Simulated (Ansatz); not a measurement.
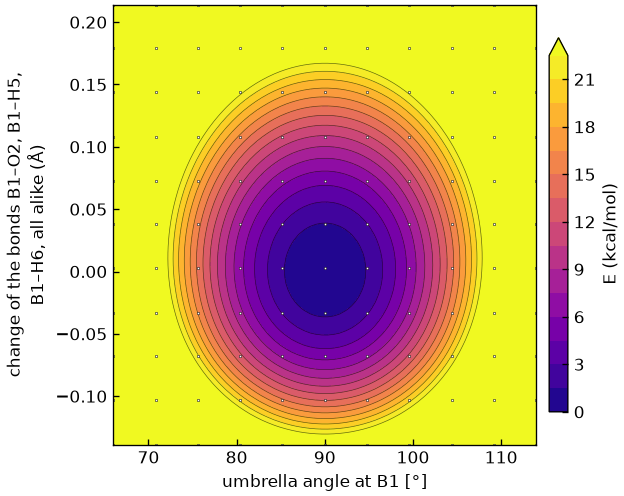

CH6BOS, SMILES BO[SH+]C, charge +1. First axis: umbrella angle at B1 (between each of its bonds and their common axis; 90 is planar). Second axis: change of the bonds B1–O2, B1–H5, B1–H6, all alike. Nothing is relaxed (all other coordinates rigid). The scan uses an 11 × 11 grid. Points are written as (first, second). Energies are in kcal/mol, from the relaxed molecule at the same level. Method: Ansatz 0.2.0, RHF/def2-SVP.

The picture shows filled contours, dots at the grid points, one colour for all values above the top of the scale. Between grid points the surface is interpolated.

Estimate the position of the minimum and the force constants in these coordinates.

Answer. The interpolated minimum is at the first coordinate ≈ 90.0°, the second coordinate ≈ 0.000 Å. The curvatures there are about 20 eV/rad² and 91 eV/Å², with a cross term of about 0 eV/(rad·Å). Round the minimum the two coordinates are nearly uncoupled. (1 eV is 23.1 kcal/mol.)
